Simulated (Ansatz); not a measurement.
```xyz
13

B    -1.1031    1.7277   -0.6359
C    -0.5341    0.2895   -0.5596
C     0.5354   -0.0196    0.4799
C     0.9025   -1.4919    0.5484
H    -1.8019    2.0482   -1.5557
H    -0.9063    2.5289    0.2356
H    -0.2375   -0.0670   -1.5555
H    -1.4429   -0.3104   -0.3508
H     0.1916    0.3230    1.4616
H     1.4320    0.5696    0.2586
H     1.2764   -1.8494   -0.4155
H     0.0319   -2.1018    0.8074
H     1.6763   -1.6817    1.2961
```

Geometry: PBE0-D4/def2-TZVP.

All numbers below come from Ansatz 0.2.0, RKS PBE0-D4/def2-TZVPP.

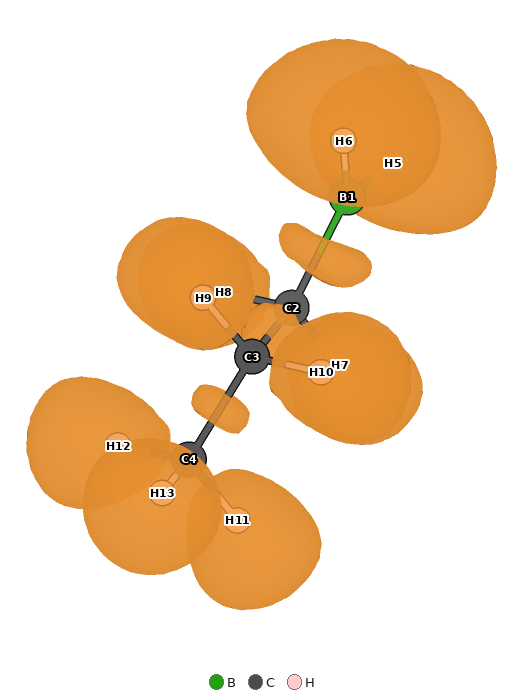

C3H9B. Isosurface of the ELF at 0.85 (orange), seen at an oblique angle. Core shells and regions of very low density are left out.

Q: Describe the localisation domains.

A: The surface consists of one region between bonded B–C atoms (shared pairs), two regions between bonded C–C atoms (shared pairs) and nine regions around hydrogen nuclei. Profiles from the grid: C–C (1.52 Å): the ELF peaks at about 0.95 between the atoms (localised, covalent bonding). C–B (1.55 Å): the ELF peaks at about 1 between the atoms, as expected for localised, covalent bonding.
